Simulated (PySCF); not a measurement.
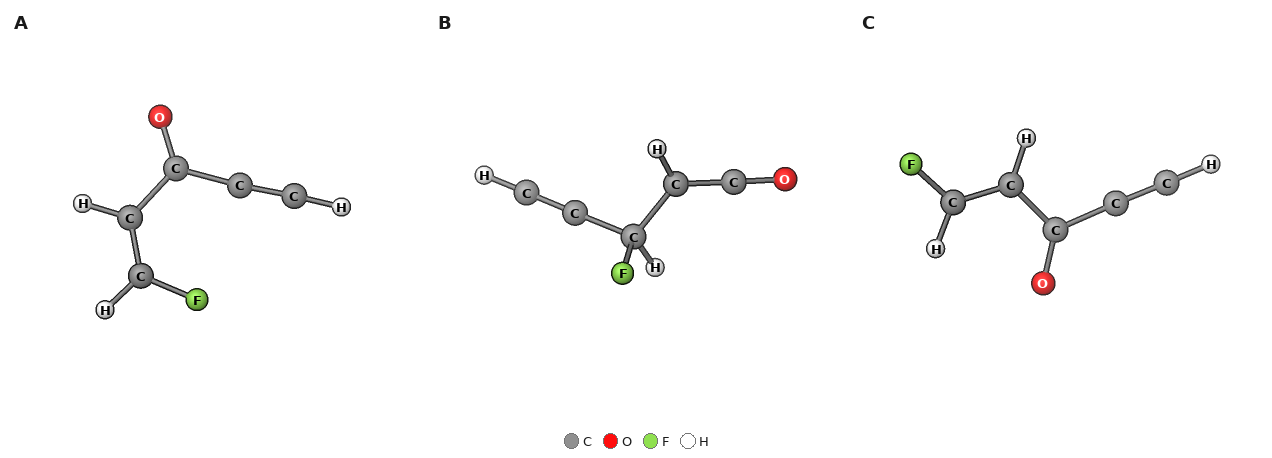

3 stationary structures of one formula. Geometries: GFN2-xTB. Electronic energies: PBE0/pcSseg-1 (PySCF 2.14.0), without zero-point energy. No frequency run is at hand to confirm each as a minimum. Each is one conformer, not always the lowest.

Which structure is the most stable?

C is lowest; A lies 2.5 kcal/mol above it, B lies 5.0 kcal/mol above it. A is `C#CC(=O)/C=C\F`, B is `C#C[C@H](F)C=C=O`, C is `C#CC(=O)/C=C/F`.
